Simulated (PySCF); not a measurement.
# Run report: C4H9OSi2 (charge −1), NMR shielding calculation

C4H9OSi2, charge −1, SMILES C#C[Si-]([SiH3])OCC, computed with GIAO BHandHLYP/pcSseg-1 NMR shielding, non-relativistic, IEF-PCM cyclohexane (PySCF 2.14.0).

The geometry comes from this level: GFN2-xTB, coordinate held. Figures and captions count atoms from 1; the log counts them from 0 in places.

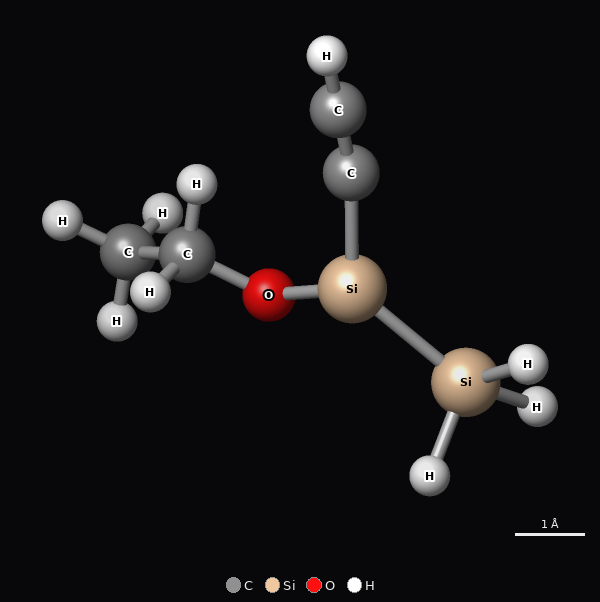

Fig. 1: The input geometry (ball-and-stick view, seen at a tilt).

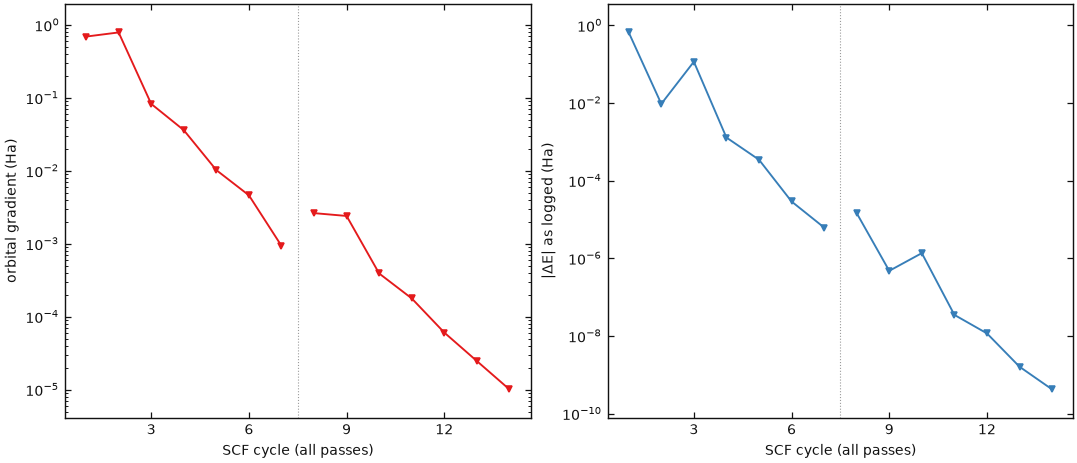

Fig. 2: Convergence of the self-consistent field: orbital gradient and size of the energy change against the SCF cycle. The dotted line marks the change from a coarse to the final integration grid. The first 7 cycles use a coarse grid, the final grid takes over at cycle 8, and the field converges after 14 cycles in all.

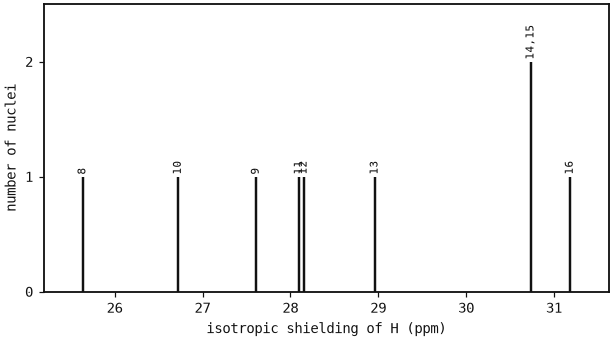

Fig. 3: Isotropic shieldings of the hydrogen nuclei in this fixed geometry, labelled by atom number; shielding grows to the right, so chemical shift grows to the left. The least shielded is H8 (25.6 ppm), the most shielded H16 (31.2 ppm).

The input and output of the run follow.

## Input
```
{"job": {"kind": "nmr", "xc": "BHandHLYP", "basis": "pcSseg-1", "solvent": "cyclohexane", "every": 1, "pop": false}, "charge": -1, "multiplicity": 1}
C      1.193092     3.022589     0.157473
C      1.200412     1.819811    -0.016053
Si     1.138498    -0.020386     0.275959
Si     2.641508    -1.625417    -0.038582
O     -0.418942    -0.609418    -0.136947
C     -1.505710     0.142178     0.194116
C     -2.770942    -0.405819    -0.464553
H      1.200646     4.065107     0.330796
H      2.407437    -2.605249     1.054697
H      3.266809    -2.579272    -1.047676
H      3.875133    -0.888616     0.358442
H     -1.360370     1.192054    -0.111333
H     -1.640336     0.151321     1.292045
H     -2.661321    -0.384221    -1.547725
H     -2.931809    -1.437619    -0.156175
H     -3.635849     0.193301    -0.180766
```

The first line tells a small driver script what to run in PySCF; the rest is the geometry in Å.

Launch command:
```bash
OMP_NUM_THREADS=1 python <driver script> task.json out
```

## Output
```
coarse grid: 14264 points
cycle   1  E = -811.6843731326  dE =  6.599e-01  |g| = 6.945e-01  |ddm| = 3.715e+00
cycle   2  E = -811.6748270350  dE =  9.546e-03  |g| = 7.914e-01  |ddm| = 1.663e+00
cycle   3  E = -811.7910089474  dE = -1.162e-01  |g| = 8.298e-02  |ddm| = 9.286e-01
cycle   4  E = -811.7923049868  dE = -1.296e-03  |g| = 3.623e-02  |ddm| = 1.142e-01
cycle   5  E = -811.7926524378  dE = -3.475e-04  |g| = 1.026e-02  |ddm| = 5.522e-02
cycle   6  E = -811.7926816224  dE = -2.918e-05  |g| = 4.631e-03  |ddm| = 1.758e-02
cycle   7  E = -811.7926878429  dE = -6.221e-06  |g| = 9.394e-04  |ddm| = 9.021e-03
final grid: 128240 points
cycle   8  E = -811.8322013021  dE = -1.461e-05  |g| = 2.637e-03  |ddm| = 1.710e-02
cycle   9  E = -811.8322017790  dE = -4.769e-07  |g| = 2.411e-03  |ddm| = 5.125e-03
cycle  10  E = -811.8322031435  dE = -1.364e-06  |g| = 3.924e-04  |ddm| = 2.539e-03
cycle  11  E = -811.8322031785  dE = -3.500e-08  |g| = 1.786e-04  |ddm| = 5.506e-04
cycle  12  E = -811.8322031901  dE = -1.167e-08  |g| = 6.075e-05  |ddm| = 5.067e-04
cycle  13  E = -811.8322031918  dE = -1.617e-09  |g| = 2.473e-05  |ddm| = 1.774e-04
cycle  14  E = -811.8322031922  dE = -4.213e-10  |g| = 1.010e-05  |ddm| = 1.071e-04
converged SCF energy = -811.8322031922

GIAO shielding tensors (ppm)
atom      isotropic    diamagn.    paramagn.     s11        s22        s33       span
  0 C       40.512     262.018    -221.505     -2.718     23.402    100.853    103.570
  1 C       88.882     265.650    -176.768    -41.104     -6.377    314.126    355.229
  2 Si     276.934     881.588    -604.653    -47.287    355.329    522.761    570.048
  3 Si     494.559     876.850    -382.291    438.535    496.319    548.822    110.287
  4 O      357.836     401.907     -44.072    293.164    312.772    467.570    174.406
  5 C      125.613     241.850    -116.236     98.166    112.101    166.573     68.406
  6 C      164.200     246.123     -81.923    146.362    161.060    185.178     38.816
  7 H       25.636      33.552      -7.916     22.909     25.191     28.809      5.900
  8 H       27.609      30.056      -2.448     23.735     27.875     31.216      7.480
  9 H       26.722      27.829      -1.107     22.103     23.277     34.786     12.683
 10 H       28.099      29.160      -1.061     25.588     26.977     31.732      6.144
 11 H       28.153      32.160      -4.007     21.909     30.381     32.169     10.260
 12 H       28.961      31.095      -2.134     25.738     27.877     33.269      7.531
 13 H       30.732      30.111       0.621     27.449     29.213     35.533      8.084
 14 H       30.739      29.643       1.096     27.052     29.047     36.120      9.068
 15 H       31.183      28.510       2.673     27.288     28.461     37.800     10.512
```

## Summary

| quantity | value |
| --- | --- |
| outcome | converged |
| total energy | −811.832203 hartree |
| HOMO | −2.27 eV |
| LUMO | 2.87 eV |
| isotropic shielding, C | 40.5 to 164.2 ppm |
| isotropic shielding, Si | 276.9 to 494.6 ppm |
| isotropic shielding, O | 357.8 ppm |
| isotropic shielding, H | 25.6 to 31.2 ppm |
| hardware | 1 CPU thread, shared host |
| wall time | 27 s |
| peak memory | 0.89 GiB |
